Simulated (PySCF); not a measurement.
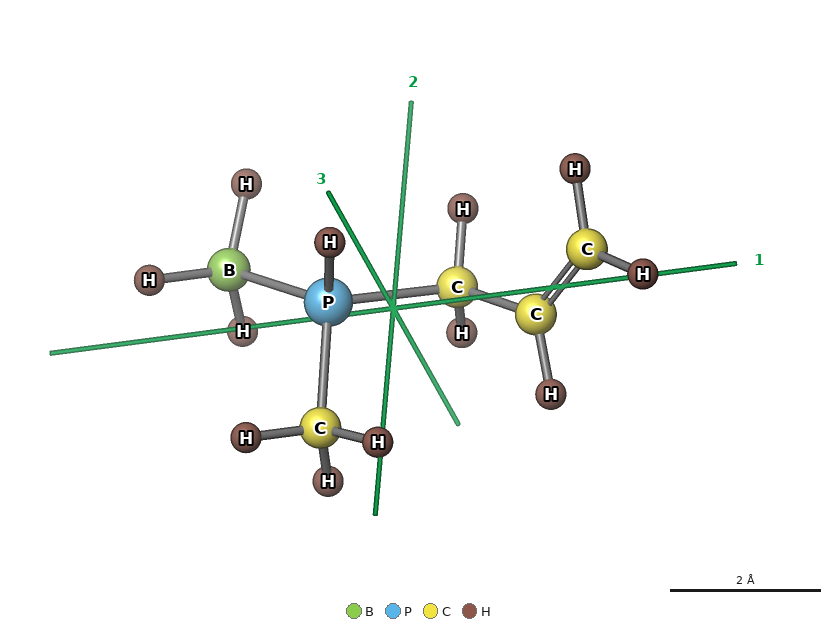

The three principal axes of inertia are drawn and numbered. Depth is shown by fading: the farther an atom, the more it takes the colour of the background. Computed geometry: PBE0-D3(BJ)/def2-SVP optimisation. No frequency run is at hand to confirm it as a minimum. Masses are those of the most abundant isotopes; constants are for the rigid equilibrium geometry.

### Which line is the a axis (least moment of inertia), which b and which c?

a is line 1, b is line 2, c is line 3; the moments are 102, 321, 377 u Å².

### What kind of rotor is it, and what are its rotational constants in GHz?

An asymmetric top (C1): A = 4.93, B = 1.57, C = 1.34 GHz. Ray's parameter κ is −0.87, close to the prolate limit.
